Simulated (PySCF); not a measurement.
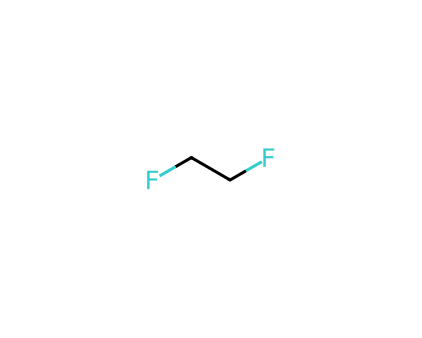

The picture comes from a calculation with PySCF.

Skeletal drawing of a molecule.

### Transcribe the drawing into SMILES.

FCCF

### What is the molecular formula?

C2H4F2.

### An optimisation with PBE0-D3(BJ)/def2-SVP gave a structure of which point group?

C2. Other conformers may differ.
